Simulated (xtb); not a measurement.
# Run report: C2H5In, geometry relaxation (part 1 of 2)

- system: C2H5In
- method: GFN0-xTB (xtb 6.7.1)

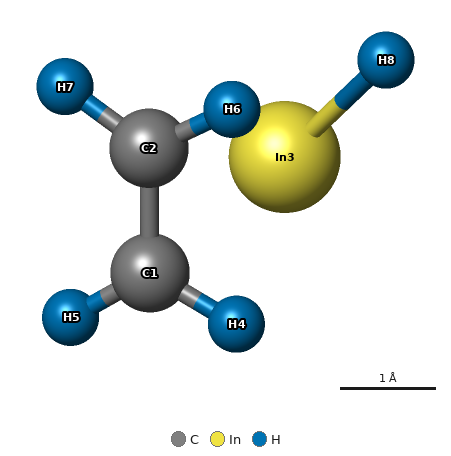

**Figure 1.** The starting structure (ball-and-stick view, seen at a tilt; atoms are numbered from 1 in the order of the input). Sticks mark near contacts.

The input (mol.xyz):
```
8

C     -0.803812     0.364234    -0.659518
C      0.452058     0.745933    -0.347997
In     0.237084    -2.343712     0.808343
H     -1.544633     0.422713     0.110036
H     -1.044647    -0.016942    -1.609696
H      0.623047     1.159037     0.626727
H      1.290807     0.711020    -1.066905
H      0.898377    -1.006179     2.174304
```

File input.inp:
```
$thermo
   scale=0.97
$end
```

Run as:
```bash
xtb --gfn 0 --norestart --chrg 0 --input input.inp --bhess lax -P 1 -- mol.xyz | tee xtb.out
```

Output:
```
* xtb version 6.7.1
   ID    Z sym.   atoms
    1    6 C      1, 2
    2   49 In     3
    3    1 H      4-8

           -------------------------------------------------
          |                Calculation Setup                |
           -------------------------------------------------

          program call               : xtb --gfn 0 --norestart --chrg 0 --input input.inp --bhess lax -P 1 -- mol.xyz
          coordinate file            : mol.xyz
          omp threads                :                     1

molecular fragmentation (1/2 indicates fragments):
11211112
# atoms in fragment 1/2:     6     2
 fragment masses (1/2) :       28.05      115.83
CMA distance (Bohr)    :   6.055
constraining FC (au)   :  0.0500

           -------------------------------------------------
          |                 G F N 0 - x T B                 |
           -------------------------------------------------

      * Hamiltonian:
        H0-scaling (s, p, d)           2.000000    2.486800    2.270000
        zeta-weighting                 1.000000
      * Dispersion:
        s8                             2.850000
        a1                             0.800000
        a2                             4.600000
        s9                             0.000000
      * Repulsion:
        kExp                           1.500000
        rExp                           1.000000
      * Coulomb:
        alpha                          0.000000
        third order                    atomic
        anisotropic                    false
      * Polar bond correction:
        rad-shift                      0.053700
        strength                      -0.012900
        en-exp                         3.484700
        en-scale                       0.509700

          ...................................................
          :                      SETUP                      :
          :.................................................:
          :  # basis functions                  28          :
          :  # atomic orbitals                  27          :
          :  # shells                           17          :
          :  # electrons                        16          :
          :  electronic temp.          300.0000000     K    :
          :  accuracy                    1.0000000          :
          :  -> integral cutoff          0.2500000E+02      :
          :  -> integral neglect         0.1000000E-07      :
          ...................................................
  Checking positiv definite overlap ...  done.

         #    Occupation            Energy/Eh            Energy/eV
      -------------------------------------------------------------
         1        2.0000           -0.6396945             -17.4070
         2        2.0000           -0.6037426             -16.4287
         3        2.0000           -0.5619028             -15.2902
         4        2.0000           -0.5180414             -14.0966
         5        2.0000           -0.5022193             -13.6661
         6        2.0000           -0.4978713             -13.5478
         7        2.0000           -0.4482337             -12.1971
         8        2.0000           -0.4318729             -11.7519 (HOMO)
         9                         -0.2703875              -7.3576 (LUMO)
        10                         -0.1808584              -4.9214
        11                         -0.1680792              -4.5737
        12                         -0.1438475              -3.9143
        13                         -0.1235873              -3.3630
       ...                                ...                  ...
        27                          0.6962126              18.9449
      -------------------------------------------------------------
                  HL-Gap            0.1614854 Eh            4.3942 eV
             Fermi-level            0.0000000 Eh            0.0000 eV

 EHT (total)                   0 d,  0 h,  0 min,  0.001 sec
 EHT setup                      ...        0 min,  0.000 sec (  2.725%)
 Coordination number            ...        0 min,  0.000 sec (  1.879%)
 EEQ model density              ...        0 min,  0.000 sec (  1.419%)
 D4 Dispersion                  ...        0 min,  0.000 sec (  7.422%)
 Integral evaluation            ...        0 min,  0.000 sec ( 28.565%)
 Cholesky factorization         ...        0 min,  0.000 sec (  1.473%)
 Zeroth order Hamiltonian       ...        0 min,  0.000 sec ( 12.590%)
 Gradient calculation           ...        0 min,  0.000 sec ( 37.568%)

         :::::::::::::::::::::::::::::::::::::::::::::::::::::
         ::                     SUMMARY                     ::
         :::::::::::::::::::::::::::::::::::::::::::::::::::::
         :: total energy              -8.309136180192 Eh    ::
         :: gradient norm              0.070246347385 Eh/a0 ::
         :: HOMO-LUMO gap              4.394241539659 eV    ::
         ::.................................................::
         :: H0 energy                 -8.407156772082 Eh    ::
         :: repulsion energy           0.128210571657 Eh    ::
         :: electrostat energy        -0.028447274492 Eh    ::
         :: -> Gsolv                   0.000000000000 Eh    ::
         ::    -> Gsasa                0.000000000000 Eh    ::
         ::    -> Gshift               0.000000000000 Eh    ::
         :: dispersion energy         -0.001742705274 Eh    ::
         :: short-range corr.          0.000000000000 Eh    ::
         :: add. restraining           0.000000000000 Eh    ::
         :: total charge              -0.000000000000 e     ::
         :::::::::::::::::::::::::::::::::::::::::::::::::::::

metadynamics with 1 initial structures loaded
           -------------------------------------------------
          |           Optimal kpush determination           |
           -------------------------------------------------
      -----------------------------------------------------------
     |                   =====================                   |
     |                        A N C O P T                        |
     |                   =====================                   |
     |               Approximate Normal Coordinate               |
     |                Rational Function Optimizer                |
      -----------------------------------------------------------
target rmsd / Å         0.100000
unbiased initial rmsd   0.079064

iter. min.        max.        rmsd       kpush
final kpush: -0.000000
           -------------------------------------------------
          |            Biased Numerical Hessian             |
           -------------------------------------------------
kpush                :  -0.00000
alpha                :   1.00000
step length          :   0.00500
SCC accuracy         :   0.30000
Hessian scale factor :   1.00000
frozen atoms in %    :   0.00000    0
RMS gradient         :   0.00074
estimated CPU  time      0.00 min

writing file <hessian>.

 projected vibrational frequencies (cm⁻¹)
eigval :       -0.00    -0.00    -0.00     0.00     0.00     0.00
eigval :      -90.06    38.45    76.66   112.11   246.21   804.03
eigval :      820.26   829.24   961.41   993.69  1126.22  1340.22
eigval :     1396.20  1637.35  3081.39  3108.81  3118.16  3142.58
           -------------------------------------------------
          |                Property Printout                |
           -------------------------------------------------

    * Orbital Energies and Occupations

         #    Occupation            Energy/Eh            Energy/eV
      -------------------------------------------------------------
         1        2.0000           -0.6403518             -17.4249
         2        2.0000           -0.6038597             -16.4319
         3        2.0000           -0.5604989             -15.2520
         4        2.0000           -0.5220860             -14.2067
         5        2.0000           -0.4960499             -13.4982
         6        2.0000           -0.4931819             -13.4202
         7        2.0000           -0.4531554             -12.3310
         8        2.0000           -0.4383779             -11.9289 (HOMO)
         9                         -0.2621073              -7.1323 (LUMO)
        10                         -0.1807257              -4.9178
        11                         -0.1674951              -4.5578
        12                         -0.1451715              -3.9503
        13                         -0.1289856              -3.5099
        14                         -0.1201477              -3.2694
        15                         -0.0948048              -2.5798
        16                         -0.0825455              -2.2462
        17                         -0.0519582              -1.4139
        18                         -0.0185548              -0.5049
        19                          0.0214271               0.5831
       ...                                ...                  ...
        27                          0.5921384              16.1129
      -------------------------------------------------------------
                  HL-Gap            0.1762706 Eh            4.7966 eV
             Fermi-level            0.0000000 Eh            0.0000 eV

     #   Z          covCN         q      C6AA      α(0)
     1   6 C        2.861    -0.308    38.581    10.149
     2   6 C        2.838    -0.307    38.555    10.143
     3  49 In       0.382     0.210   726.955    69.912
     4   1 H        0.925     0.115     1.658     2.013
     5   1 H        0.925     0.114     1.662     2.016
     6   1 H        0.925     0.123     1.588     1.971
     7   1 H        0.925     0.119     1.625     1.993
     8   1 H        0.344    -0.066     9.916     5.675

 Mol. C6AA /au·bohr⁶  :       2192.183245
 Mol. C8AA /au·bohr⁸  :     174896.599904
 Mol. α(0) /au        :        103.871885

Wiberg/Mayer (AO) data.
largest (>0.10) Wiberg bond orders for each atom

 ---------------------------------------------------------------------------
     #   Z sym  total        # sym  WBO       # sym  WBO       # sym  WBO
 ---------------------------------------------------------------------------
     1   6 C    3.991 --     2 C    1.985     5 H    0.968     4 H    0.964
     2   6 C    3.992 --     1 C    1.985     7 H    0.973     6 H    0.971
     3  49 In   0.822 --     8 H    0.644
     4   1 H    0.984 --     1 C    0.964
     5   1 H    0.984 --     1 C    0.968
     6   1 H    0.988 --     2 C    0.971
     7   1 H    0.987 --     2 C    0.973
     8   1 H    0.647 --     3 In   0.644
 ---------------------------------------------------------------------------

Topologies differ in total number of bonds
Writing topology from bond orders to xtbtopo.mol

 dipole moment from electron density (au)
     X       Y       Z
  -1.0500  -1.2934  -2.2247  total (Debye):    7.064

           -------------------------------------------------
          |                Geometry Summary                 |
           -------------------------------------------------

      molecular mass/u    :      143.8792622
   center of mass at/Å    :        0.1166964      -1.7753625       0.4983563
  moments of inertia/u·Å² :        0.2423326E+02   0.2340199E+03   0.2471720E+03
rotational constants/cm⁻¹ :        0.6956404E+00   0.7203503E-01   0.6820203E-01

 * 5 selected distances

     #   Z          #   Z                                           value/Å
     1   6 C        2   6 C                                       1.3166857 (max)
     1   6 C        4   1 H                                       1.0855428
     1   6 C        5   1 H                                       1.0847793
     2   6 C        6   1 H                                       1.0838002 (min)
     2   6 C        7   1 H                                       1.0840322

 * 2 distinct bonds (by element types)

   Z      Z             #   av. dist./Å        max./Å        min./Å
   1 H    6 C           4     1.0845386     1.0855428     1.0838002
Molecule has no symmetry elements
It seems to be the C1 point group
   6 C    6 C           1     1.3166857     1.3166857     1.3166857
```
